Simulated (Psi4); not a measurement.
# MP3/def2-TZVPPD (core potential) run of InCl (SMILES [Cl][In])

What is the vertical singlet–triplet gap of InCl at MP3/def2-TZVPPD (core potential)? 

The results are computed with Psi4 1.11.

2 further runs of the same task are left out: 2 set aside as unsound or not needed.

### Step 1. Starting point

InCl has 2 atoms, charge 0, and is taken as a singlet. SMILES: `[Cl][In]`. Geometry: relaxed at PBE0-D4/def2-TZVP.

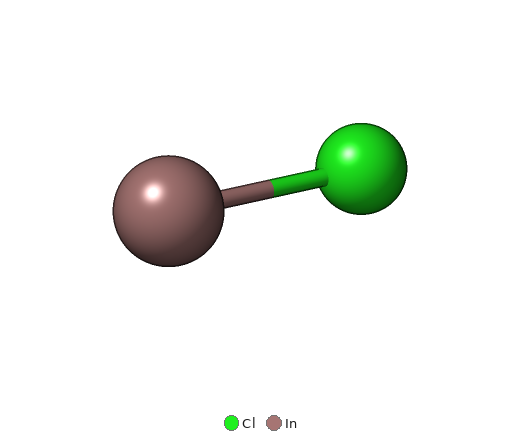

The structure, seen from a chosen angle (chlorine green, indium brown).

### Step 2. A single-point energy at MP3/def2-TZVPPD (core potential)

Contents of job.json:

```json
{
  "schema_name": "qcschema_input",
  "schema_version": 1,
  "molecule": {
    "schema_name": "qcschema_molecule",
    "schema_version": 2,
    "symbols": ["Cl", "In"],
    "geometry": [0.0, 0.0, -0.02632388, 0.0, 0.0, 4.53456791],
    "molecular_charge": 0,
    "molecular_multiplicity": 1,
    "fix_symmetry": "c1"
  },
  "driver": "energy",
  "model": {
    "method": "mp3",
    "basis": "def2-TZVPPD"
  },
  "keywords": {
    "puream": true,
    "e_convergence": 1e-09,
    "d_convergence": 1e-08,
    "scf_type": "pk",
    "num_frozen_docc": 9,
    "mp_type": "conv"
  }
}
```

Run with:

```bash
$ psi4 --qcschema job.json -n 1 --memory 2200MB
```

stdout, cut to the lines that bear on the results:

```text
[...]
    !!!  WARNING: ECP capability is in beta. Please check occupations closely.  !!!
[...]
  Running in c1 symmetry.
[...]
  Nuclear repulsion =   78.274165763533730
[...]
  Multiplicity = 1
[...]
  Nalpha       = 19
  Nbeta        = 19
[...]
    Number of basis functions: 107
[...]
   @RHF iter   1:  -648.73524887114513   -1.11990e+00   4.09733e-03 ADIIS/DIIS
[...]
   @RHF iter  11:  -648.81257230904794   -7.84439e-12   4.74783e-09 DIIS
[...]
    Orbital Energies [Eh]
    ---------------------
    Doubly Occupied:
       1A   -104.777649     2A    -10.506297     3A     -7.972651
       4A     -7.972082     5A     -7.972082     6A     -5.398442
       7A     -3.653616     8A     -3.653616     9A     -3.647857
      10A     -1.062297    11A     -1.040203    12A     -1.040203
      13A     -1.034326    14A     -1.034326    15A     -0.998072
      16A     -0.503462    17A     -0.424477    18A     -0.424477
      19A     -0.339196
[...]
  @RHF Final Energy:  -648.81257230904794
   => Energetics <=
    Nuclear Repulsion Energy =             78.2741657635337305
    One-Electron Energy =               -1127.2628202671257895
    Two-Electron Energy =                 400.1760821945439943
    Total Energy =                       -648.8125723090479369
[...]
 Multipole Moments:
 ------------------------------------------------------------------------------------
     Multipole            Electronic (a.u.)      Nuclear  (a.u.)        Total (a.u.)
 ------------------------------------------------------------------------------------
 L = 1.  Multiply by 2.5417464519 to convert [e a0] to [Debye]
 Dipole X            :          0.0000001            0.0000000            0.0000001
 Dipole Y            :          0.0000000            0.0000000            0.0000000
 Dipole Z            :         38.4826333          -37.0969315            1.3857018
 Magnitude           :                                                    1.3857018
[...]
	SCS-MP2 Total Energy (a.u.)        :  -649.23818454435241
	SOS-MP2 Total Energy (a.u.)        :  -649.22276724830067
[...]
	SOS-PI-MP2 Total Energy (a.u.)     :  -649.25432070516626
[...]
	MP2 Total Energy (a.u.)            :  -649.26901913645611
[...]
	SCS-MP3 Total Energy (a.u.)        :  -649.23961749142472
[...]
	MP3 Total Energy (a.u.)            :  -649.27475092474538
[...]
```

The result, in JSON:

```text
{
 "driver": "energy",
 "model": {
  "method": "mp3",
  "basis": "def2-TZVPPD"
 },
 "success": true,
 "return_result": -649.2747509247454,
 "properties": {
  "calcinfo_nbasis": 107,
  "calcinfo_nmo": 107,
  "calcinfo_nalpha": 19,
  "calcinfo_nbeta": 19,
  "calcinfo_natom": 2,
  "nuclear_repulsion_energy": 78.27416576353373,
  "return_energy": -649.2747509247454,
  "scf_one_electron_energy": -1127.2628202671258,
  "scf_two_electron_energy": 400.176082194544,
  "scf_dipole_moment": [1.3128742651872e-07, 3.4520219429114416e-08, 1.3857017786798238],
  "scf_total_energy": -648.8125723090479,
  "scf_iterations": 11,
  "mp2_same_spin_correlation_energy": -0.14091225875225677,
  "mp2_opposite_spin_correlation_energy": -0.3155345686559397,
  "mp2_singles_energy": 0.0,
  "mp2_doubles_energy": -0.4564468274081965,
  "mp2_correlation_energy": -0.4564468274081719,
  "mp2_total_energy": -649.2690191364561
 }
}
```

Run time: 15 s. Hardware: 1 thread of Intel Xeon Platinum 8259CL at 2.50GHz (Skylake/Cascade Lake), shared host; peak memory 1.1 GiB.

### Step 3. The triplet at the same level

Contents of run.py:

```python
import psi4

psi4.set_memory('2200 MB')
psi4.set_num_threads(1)
psi4.core.set_output_file('clin.out', False)

m = psi4.geometry("""
0 3
Cl     0.00000000     0.00000000    -0.02632388
In     0.00000000     0.00000000     4.53456791
units au
symmetry c1
no_reorient
no_com
""")

psi4.set_options({
    'reference': 'uhf',
    'puream': True,
    'e_convergence': 1e-09,
    'd_convergence': 1e-08,
    'scf_type': 'pk',
    'num_frozen_docc': 9,
    'maxiter': 100,
    'mp_type': 'conv',
})

result = psi4.energy('mp3/def2-TZVPPD')
print(f'total energy {result:.8f} hartree = {result * 27.211386:.5f} eV')
```

Run with:

```bash
$ python run.py
```

clin.out, cut to the lines that bear on the results:

```text
[...]
    !!!  WARNING: ECP capability is in beta. Please check occupations closely.  !!!
[...]
  Running in c1 symmetry.
[...]
  Nuclear repulsion =   78.274165763533730
[...]
  Multiplicity = 3
[...]
  Nalpha       = 20
  Nbeta        = 18
[...]
    Number of basis functions: 107
[...]
   @UHF iter   1:  -648.64729751663117   -9.94390e-01   3.78354e-03 DIIS/ADIIS
[...]
   @UHF iter  13:  -648.71762580965753   -3.14913e-11   9.18535e-09 DIIS
[...]
   @S^2 Observed:                2.009975031E+00
[...]
  @UHF Final Energy:  -648.71762580965753
   => Energetics <=
    Nuclear Repulsion Energy =             78.2741657635337305
    One-Electron Energy =               -1126.0848627724483322
    Two-Electron Energy =                 399.0930711992569968
    Total Energy =                       -648.7176258096575339
  UHF NO Occupations:
  HONO-2 :   18  A 1.9966913
  HONO-1 :   19  A 1.0000000
[...]
 Multipole Moments:
 ------------------------------------------------------------------------------------
     Multipole            Electronic (a.u.)      Nuclear  (a.u.)        Total (a.u.)
 ------------------------------------------------------------------------------------
 L = 1.  Multiply by 2.5417464519 to convert [e a0] to [Debye]
 Dipole X            :          0.0000001            0.0000000            0.0000001
 Dipole Y            :          0.0000001            0.0000000            0.0000001
 Dipole Z            :        -93.5186544           94.7784201            1.2597658
 Magnitude           :                                                    1.2597658
[...]
	SCS-MP2 Total Energy (a.u.)        :  -649.10295002442183
	SOS-MP2 Total Energy (a.u.)        :  -649.08635133598682
[...]
	SOS-PI-MP2 Total Energy (a.u.)     :  -649.11471483801222
[...]
	MP2 Total Energy (a.u.)            :  -649.13614740129185
[...]
	SCS-MP3 Total Energy (a.u.)        :  -649.10543917259940
[...]
	MP3 Total Energy (a.u.)            :  -649.14610399400215
[...]
```

The script printed:

```text
total energy -649.14610399 hartree = -17664.16521 eV
```

Wall time 31 s (1 thread of Intel Xeon Platinum 8259CL at 2.50GHz (Skylake/Cascade Lake), shared host); peak memory 1.2 GiB.

### Step 4. Summary of results

Level: MP3/def2-TZVPPD (core potential), 9 core orbitals frozen.

| quantity | value |
| --- | --- |
| singlet: total energy | -649.27475 Eh |
| singlet: HOMO energy (Hartree–Fock orbitals) | -9.23 eV |
| singlet: LUMO energy (Hartree–Fock orbitals) | 0.38 eV |
| singlet: HOMO–LUMO gap (Hartree–Fock orbitals) | 9.61 eV |
| singlet: correlation energy (9 core orbitals frozen) | -462.2 mEh |
| triplet: total energy | -649.14610 Eh |
| triplet: HOMO energy (Hartree–Fock orbitals) (highest over α and β) | -6.51 eV |
| triplet: LUMO energy (Hartree–Fock orbitals) (lowest over α and β) | -1.65 eV |
| triplet: correlation energy (9 core orbitals frozen) | -428.5 mEh |
| triplet: ⟨S²⟩ of the reference determinant | 2.010 |
| vertical energy of the triplet above the singlet | 3.501 eV |

At this shape the triplet lies 3.50 eV (81 kcal/mol) above the singlet.
